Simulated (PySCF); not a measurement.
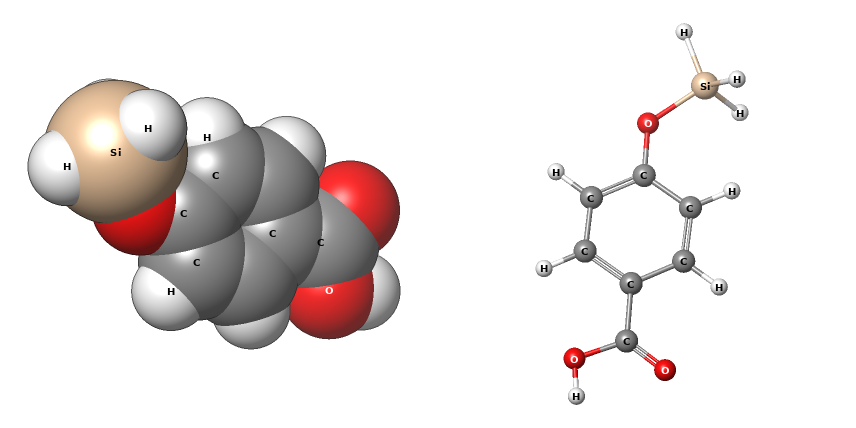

Two views of one molecule.

**What is the molecular formula?**

C₇H₈O₃Si, 19 atoms: 7 carbon, 8 hydrogen, 3 oxygen and 1 silicon.

**Describe its rings.**

Independent rings (smallest set): 1 of 6 members, 1 of them aromatic.

**What is its SMILES?**

O=C(O)c1ccc(O[SiH3])cc1

**Count the bonded pairs by element.**

7 C–C, 4 C–H, 3 C–O, 3 Si–H, 1 O–Si, 1 O–H.

The parts below concern this one geometry. Atoms keep their numbers from picture to picture. Computed geometry: PBE0-D3(BJ)/def2-SVP optimisation. No frequency run is at hand to confirm it as a minimum.

### Shape

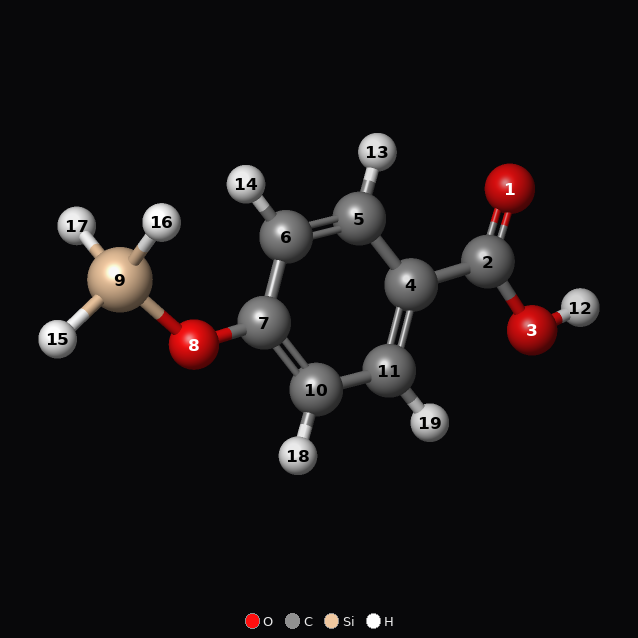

Numbered structure. No frequency run is at hand to confirm it as a minimum.

Give these bond angles: O1–C2–O3, O1–C2–C4, C2–O3–H12, C2–C4–C5, O3–C2–C4, C4–C5–C6, C4–C5–H13, C5–C6–C7, C6–C5–H13, O8–Si9–H15, C10–C11–H19, C11–C10–H18.

```
      angle  degrees
   O1–C2–O3    122.1
   O1–C2–C4    124.7
  C2–O3–H12    106.0
   C2–C4–C5    118.1
   O3–C2–C4    113.1
   C4–C5–C6    120.6
  C4–C5–H13    118.4
   C5–C6–C7    119.8
  C6–C5–H13    121.0
 O8–Si9–H15    104.8
C10–C11–H19    120.2
C11–C10–H18    121.6
```

### Charges

The questions are on IAO charges. No frequency run is at hand to confirm it as a minimum. Method: PBE0/pcSseg-1 in benzene (IEF-PCM) (PySCF 2.14.0).

Give the IAO charges atom by atom.

```tsv
atom	value (e)
O1	−0.50
C2	0.53
O3	−0.49
C4	−0.09
C5	−0.11
C6	−0.21
C7	0.23
O8	−0.57
Si9	0.83
C10	−0.19
C11	−0.12
H12	0.38
H13	0.18
H14	0.16
H15	−0.11
H16	−0.13
H17	−0.13
H18	0.17
H19	0.17
```

### Electronic properties

No frequency run is at hand to confirm it as a minimum. Method: PBE0/pcSseg-1 in benzene (IEF-PCM) (PySCF 2.14.0).

Predict the main results.

- dipole moment: 2.32 D
- HOMO energy (Kohn–Sham orbital): −7.05 eV
- LUMO energy (Kohn–Sham orbital): −1.30 eV
- HOMO–LUMO gap: 5.75 eV

### NMR shielding

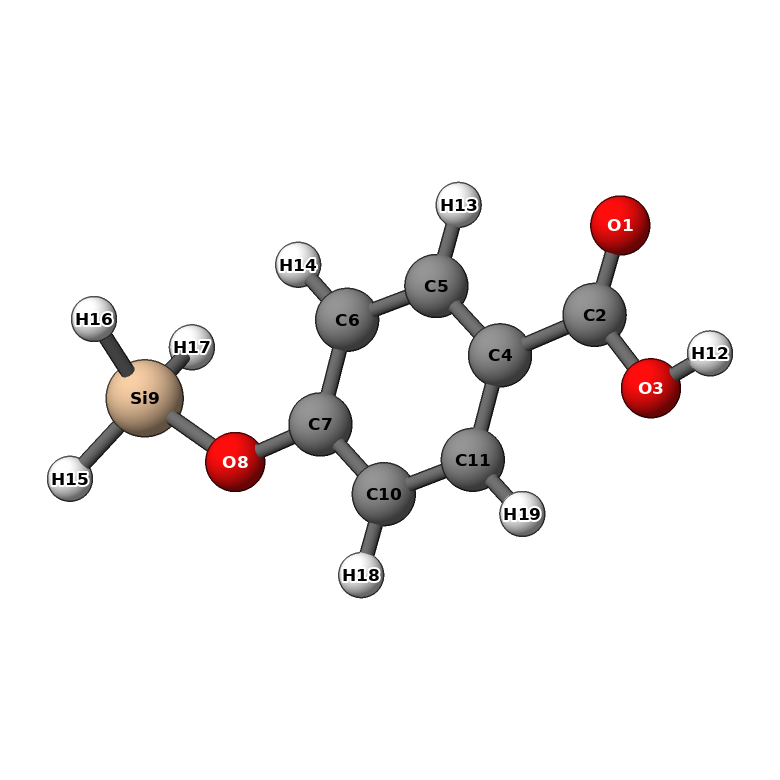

No frequency run is at hand to confirm it as a minimum. Level of theory: GIAO PBE0/pcSseg-1 NMR shielding, non-relativistic, IEF-PCM chloroform (PySCF 2.14.0). Principal shieldings σ11 ≤ σ22 ≤ σ33, span Ω = σ33 − σ11, skew κ = 3(σiso − σ22)/Ω.

Give the shielding tensors of the Si atoms.

```json
{"atom": "Si9", "σ11": "343.4", "σ22": "353.8", "σ33": "456.4", "σiso": "384.5", "Ω": "112.9", "κ": "0.82"}
```

Shieldings and span in ppm.
